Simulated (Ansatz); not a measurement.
Run report: SiNH₆ClF₂, nudged elastic band (part 1 of 2)

- system: SiNH₆ClF₂
- method: RKS BLYP-D4/cc-pVDZ (Ansatz 0.2.0)

It belongs to a series of runs on one base structure; here: band between the two ends. Figures and captions count atoms from 1; the log counts them from 0 in places.

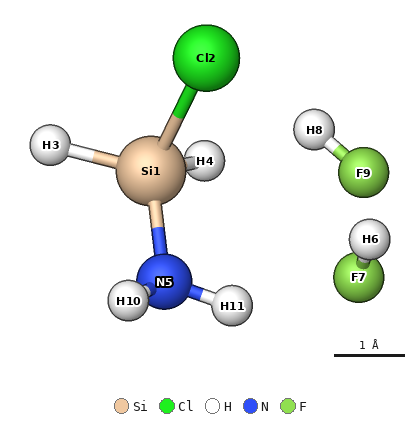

**Figure 1.** The input geometry (ball-and-stick view, seen at a tilt; atoms are numbered from 1 in the order of the input). Bond lengths as drawn: Cl–Si 2.21 Å, F–H 0.97 Å, H–N 1.03 Å, H–Si 1.49 Å and N–Si 1.72 Å.

Input file
```yaml
crystal:
  periodic: [false, false, false]
  atoms:
    - { symbol: Si, position_ang: [-0.663066, -1.091527, -0.697159] }
    - { symbol: Cl, position_ang: [1.260634, -1.776734, 0.155557] }
    - { symbol: H, position_ang: [-0.801234, -1.993832, -1.879686] }
    - { symbol: H, position_ang: [-1.640961, -1.334926, 0.399134] }
    - { symbol: "N", position_ang: [-0.688422, 0.563047, -1.179237] }
    - { symbol: H, position_ang: [0.338197, 1.294028, 1.580548] }
    - { symbol: F, position_ang: [-0.613505, 1.45224, 1.495414] }
    - { symbol: H, position_ang: [1.759389, -0.053415, 1.046754] }
    - { symbol: F, position_ang: [1.838945, 0.832162, 1.441441] }
    - { symbol: H, position_ang: [-0.109424, 0.872985, -1.966394] }
    - { symbol: H, position_ang: [-0.680452, 1.236073, -0.396272] }
basis:
  gaussian: { orbitals: cc-pVDZ }
hamiltonian:
  xc: blyp
  dispersion: d4
neb:
  order_check: false
  images: 7
  f_tol: 0.03
  max_iterations: 60
  final_atoms:
    - { symbol: Si, position_ang: [-1.33390337, -0.49426558, -0.14461152] }
    - { symbol: Cl, position_ang: [2.64874169, -0.4714313, -0.64233726] }
    - { symbol: H, position_ang: [-0.87334479, -1.91202708, -0.1870401] }
    - { symbol: H, position_ang: [-2.81178429, -0.27684164, -0.17308549] }
    - { symbol: "N", position_ang: [-0.57996308, 0.40948708, -1.398533] }
    - { symbol: H, position_ang: [0.57030306, 0.4177668, 1.82015046] }
    - { symbol: F, position_ang: [-0.90527558, 0.0315641, 1.44153658] }
    - { symbol: H, position_ang: [2.21816876, 0.02767988, 0.52866397] }
    - { symbol: F, position_ang: [1.51492459, 0.61436245, 1.90607998] }
    - { symbol: H, position_ang: [0.42846654, 0.28325845, -1.55877998] }
    - { symbol: H, position_ang: [-0.87623254, 1.37054785, -1.59194365] }
  initial_path:
    images:
      - { positions_ang: [[-0.663066, -1.091527, -0.697159], [1.260634, -1.776734, 0.155557], [-0.801234, -1.993832, -1.879686], [-1.640961, -1.334926, 0.399134], [-0.688422, 0.563047, -1.179237], [0.338197, 1.294028, 1.580548], [-0.613505, 1.45224, 1.495414], [1.759389, -0.053415, 1.046754], [1.838945, 0.832162, 1.441441], [-0.109424, 0.872985, -1.966394], [-0.680452, 1.236073, -0.396272]] }
      - { positions_ang: [[-0.6745555, -0.97691733, -0.63680966], [1.34825538, -1.66747844, 0.14287108], [-0.76491064, -1.92350997, -1.77387721], [-1.61857816, -1.27872983, 0.45572586], [-0.70677345, 0.59902733, -1.25944196], [0.40470499, 1.17419007, 1.60838663], [-0.53955338, 1.27799009, 1.3549587], [1.8068298, -0.11624922, 1.15330108], [1.78952464, 0.76531224, 1.64065512], [-0.32532414, 0.80541168, -2.09361349], [-0.71951854, 1.34105438, -0.59205614]] }
      - { positions_ang: [[-0.68604499, -0.86230765, -0.57646032], [1.43587677, -1.55822287, 0.13018515], [-0.72858728, -1.85318794, -1.66806842], [-1.59619532, -1.22253367, 0.51231772], [-0.7251249, 0.63500766, -1.33964693], [0.47121297, 1.05435213, 1.63622525], [-0.46560177, 1.10374017, 1.2145034], [1.8542706, -0.17908344, 1.25984816], [1.74010427, 0.69846247, 1.83986924], [-0.54122428, 0.73783837, -2.22083298], [-0.75858509, 1.44603576, -0.78784028]] }
      - { positions_ang: [[-0.69753449, -0.74769798, -0.51611099], [1.52349815, -1.44896731, 0.11749923], [-0.69226391, -1.78286591, -1.56225963], [-1.57381248, -1.1663375, 0.56890958], [-0.74347634, 0.670988, -1.41985189], [0.53772096, 0.9345142, 1.66406388], [-0.39165015, 0.92949026, 1.0740481], [1.9017114, -0.24191766, 1.36639525], [1.69068391, 0.63161271, 2.03908336], [-0.75712442, 0.67026505, -2.34805247], [-0.79765163, 1.55101714, -0.98362442]] }
      - { positions_ang: [[-0.70902399, -0.6330883, -0.45576165], [1.61111953, -1.33971175, 0.10481331], [-0.65594055, -1.71254388, -1.45645085], [-1.55142964, -1.11014133, 0.62550145], [-0.76182779, 0.70696833, -1.50005686], [0.60422895, 0.81467627, 1.69190251], [-0.31769854, 0.75524035, 0.93359279], [1.9491522, -0.30475189, 1.47294233], [1.64126355, 0.56476295, 2.23829748], [-0.97302456, 0.60269173, -2.47527196], [-0.83671817, 1.65599852, -1.17940855]] }
      - { positions_ang: [[-0.86524383, -0.59838262, -0.37797412], [1.87052507, -1.12264163, -0.08197433], [-0.71029161, -1.76241468, -1.13909816], [-1.8665183, -0.90181641, 0.42585471], [-0.71636161, 0.63259802, -1.47467589], [0.59574748, 0.7154489, 1.7239645], [-0.4645928, 0.57432128, 1.06057874], [2.01640634, -0.22164394, 1.23687274], [1.60967881, 0.57716282, 2.15524311], [-0.62265179, 0.52283341, -2.24614897], [-0.84659676, 1.58463585, -1.28254233]] }
      - { positions_ang: [[-1.02146368, -0.56367694, -0.30018658], [2.12993061, -0.90557152, -0.26876197], [-0.76464267, -1.81228548, -0.82174547], [-2.18160696, -0.69349148, 0.22620798], [-0.67089543, 0.55822771, -1.44929493], [0.587266, 0.61622153, 1.75602649], [-0.61148706, 0.39340222, 1.18756469], [2.08366048, -0.138536, 1.00080315], [1.57809407, 0.5895627, 2.07218873], [-0.27227901, 0.44297509, -2.01702597], [-0.85647535, 1.51327318, -1.3856761]] }
      - { positions_ang: [[-1.17768352, -0.52897126, -0.22239905], [2.38933615, -0.68850141, -0.45554962], [-0.81899373, -1.86215628, -0.50439279], [-2.49669563, -0.48516656, 0.02656125], [-0.62542926, 0.48385739, -1.42391397], [0.57878453, 0.51699417, 1.78808847], [-0.75838132, 0.21248316, 1.31455063], [2.15091462, -0.05542806, 0.76473356], [1.54650933, 0.60196258, 1.98913436], [0.07809376, 0.36311677, -1.78790298], [-0.86635394, 1.44191052, -1.48880988]] }
      - { positions_ang: [[-1.33390337, -0.49426558, -0.14461152], [2.64874169, -0.4714313, -0.64233726], [-0.87334479, -1.91202708, -0.1870401], [-2.81178429, -0.27684164, -0.17308549], [-0.57996308, 0.40948708, -1.398533], [0.57030306, 0.4177668, 1.82015046], [-0.90527558, 0.0315641, 1.44153658], [2.21816876, 0.02767988, 0.52866397], [1.51492459, 0.61436245, 1.90607998], [0.42846654, 0.28325845, -1.55877998], [-0.87623254, 1.37054785, -1.59194365]] }
```

Run on 2 threads of Intel Xeon (Sapphire Rapids), 16 GiB of memory available, shared host.

Launch command:
```bash
ansatz run input.yaml --threads 2 --pin off --max-ram 3072MiB --backend cpu --events-out ev --progress --plain --runs-dir out
```

Output
```
Engine: ansatz 0.2.0, x86_64-unknown-linux-gnu
Functional definition: BLYP
  parameter beta = 0.0042
  parameter a = 0.04918
  parameter b = 0.132
  parameter c = 0.2533
  parameter d = 0.349
  exchange = b88_x(beta = beta)
  correlation = lyp_c(a = a, b = b, c = c, d = d)
1320 factors; their error is unknown
mean field evaluation 1: about -27412.5817 eV, gradient 7.4e1 eV
mean field evaluation 2: about -27368.4143 eV, gradient 1.4e2 eV
mean field evaluation 4: about -27422.4869 eV, gradient 1.1e1 eV
mean field evaluation 8: about -27422.7074 eV, gradient 2.8e-1 eV
mean field evaluation 16: about -27422.6537 eV, gradient 2.7e-4 eV
mean field -27422.65365378 eV, -1007.7639340340 hartree, gradient 1.5e-5 eV, S^2 0.000000; 0 other end points of the search recorded, 0 dependent functions left out
the calculation of the forces begins
reference -27422.65398598 eV, -1007.7639462422 hartree; 31, 31 occupied and 77, 77 virtual orbitals, 1320 factors
1320 factors; their error is unknown
mean field evaluation 32: about -27423.0547 eV, gradient 2.5e-3 eV
mean field -27423.05472802 eV, -1007.7786732406 hartree, gradient 3.4e-5 eV, S^2 0.000000; 0 other end points of the search recorded, 0 dependent functions left out
[... from here on the field's lines of each further geometry are left out, up to the last ...]
NEB iter   1: max|band force component| = 3.484e1 eV/Å  barrier→ = 6.1945 eV  barrier← = 6.5597 eV  Δτ_max = 0.1983 Å  (258 SCF iters)
NEB iter   2: max|band force component| = 3.396e0 eV/Å  barrier→ = 1.0178 eV  barrier← = 1.3830 eV  Δτ_max = 0.1997 Å  (218 SCF iters)
NEB iter   3: max|band force component| = 1.218e0 eV/Å  barrier→ = 0.9303 eV  barrier← = 1.2955 eV  Δτ_max = 0.2000 Å  (221 SCF iters)
NEB iter   4: max|band force component| = 1.079e0 eV/Å  barrier→ = 0.9258 eV  barrier← = 1.2910 eV  Δτ_max = 0.2000 Å  (213 SCF iters)
NEB iter   5: max|band force component| = 7.270e-1 eV/Å  barrier→ = 0.8682 eV  barrier← = 1.2333 eV  Δτ_max = 0.1992 Å  (217 SCF iters)
NEB iter   6: max|band force component| = 9.929e-1 eV/Å  barrier→ = 0.7926 eV  barrier← = 1.1578 eV  Δτ_max = 0.1001 Å  (207 SCF iters)
NEB iter   7: max|band force component| = 2.057e0 eV/Å  barrier→ = 0.7627 eV  barrier← = 1.1279 eV  Δτ_max = 0.0507 Å  (204 SCF iters)
NEB iter   8: max|band force component| = 7.415e-1 eV/Å  barrier→ = 0.6997 eV  barrier← = 1.0649 eV  Δτ_max = 0.1008 Å  (207 SCF iters)
NEB iter   9: max|band force component| = 1.260e0 eV/Å  barrier→ = 0.6484 eV  barrier← = 1.0135 eV  Δτ_max = 0.0502 Å  (210 SCF iters)
NEB iter  10: max|band force component| = 4.105e-1 eV/Å  barrier→ = 0.6806 eV  barrier← = 1.0457 eV  CI = image 3  Δτ_max = 0.1007 Å  (205 SCF iters)
NEB iter  11: max|band force component| = 3.496e-1 eV/Å  barrier→ = 0.7798 eV  barrier← = 1.1450 eV  CI = image 3  Δτ_max = 0.1000 Å  (204 SCF iters)
NEB iter  12: max|band force component| = 3.569e-1 eV/Å  barrier→ = 0.8121 eV  barrier← = 1.1773 eV  CI = image 3  Δτ_max = 0.1000 Å  (205 SCF iters)
NEB iter  13: max|band force component| = 2.493e-1 eV/Å  barrier→ = 0.7951 eV  barrier← = 1.1602 eV  CI = image 3  Δτ_max = 0.1002 Å  (205 SCF iters)
NEB iter  14: max|band force component| = 2.383e-1 eV/Å  barrier→ = 0.7865 eV  barrier← = 1.1517 eV  CI = image 3  Δτ_max = 0.1000 Å  (200 SCF iters)
NEB iter  15: max|band force component| = 2.274e-1 eV/Å  barrier→ = 0.7761 eV  barrier← = 1.1413 eV  CI = image 3  Δτ_max = 0.0999 Å  (204 SCF iters)
NEB iter  16: max|band force component| = 1.621e-1 eV/Å  barrier→ = 0.7707 eV  barrier← = 1.1359 eV  CI = image 3  Δτ_max = 0.0998 Å  (202 SCF iters)
NEB iter  17: max|band force component| = 1.270e-1 eV/Å  barrier→ = 0.7681 eV  barrier← = 1.1333 eV  CI = image 3  Δτ_max = 0.0919 Å  (210 SCF iters)
NEB iter  18: max|band force component| = 7.683e-2 eV/Å  barrier→ = 0.7663 eV  barrier← = 1.1315 eV  CI = image 3  Δτ_max = 0.0748 Å  (202 SCF iters)
NEB iter  19: max|band force component| = 1.075e-1 eV/Å  barrier→ = 0.7656 eV  barrier← = 1.1308 eV  CI = image 3  Δτ_max = 0.0348 Å  (203 SCF iters)
NEB iter  20: max|band force component| = 1.065e-1 eV/Å  barrier→ = 0.7653 eV  barrier← = 1.1304 eV  CI = image 3  Δτ_max = 0.0376 Å  (198 SCF iters)
NEB iter  21: max|band force component| = 8.627e-2 eV/Å  barrier→ = 0.7651 eV  barrier← = 1.1303 eV  CI = image 3  Δτ_max = 0.0330 Å  (187 SCF iters)
NEB iter  22: max|band force component| = 5.549e-2 eV/Å  barrier→ = 0.7651 eV  barrier← = 1.1303 eV  CI = image 3  Δτ_max = 0.0311 Å  (189 SCF iters)
NEB iter  23: max|band force component| = 3.415e-2 eV/Å  barrier→ = 0.7650 eV  barrier← = 1.1302 eV  CI = image 3  Δτ_max = 0.0377 Å  (189 SCF iters)
NEB iter  24: max|band force component| = 8.480e-2 eV/Å  barrier→ = 0.7650 eV  barrier← = 1.1302 eV  CI = image 3  Δτ_max = 0.0191 Å  (188 SCF iters)
NEB iter  25: max|band force component| = 4.498e-2 eV/Å  barrier→ = 0.7650 eV  barrier← = 1.1302 eV  CI = image 3  Δτ_max = 0.0377 Å  (188 SCF iters)
the calculation of the forces begins
reference -27423.01012156 eV, -1007.7770339835 hartree; 31, 31 occupied and 77, 77 virtual orbitals, 1320 factors
1320 factors; their error is unknown
mean field evaluation 1504: about -27421.8440 eV, gradient 6.6e0 eV
mean field -27421.86882517 eV, -1007.7350921148 hartree, gradient 5.0e-5 eV, S^2 0.000000; 1 other end points of the search recorded, 0 dependent functions left out
the calculation of the forces begins
reference -27421.86916554 eV, -1007.7351046230 hartree; 31, 31 occupied and 77, 77 virtual orbitals, 1320 factors
NEB iter  26: max|band force component| = 2.040e-2 eV/Å  barrier→ = 0.7650 eV  barrier← = 1.1302 eV  CI = image 3  Δτ_max = 0.0000 Å  (382 SCF iters)
```
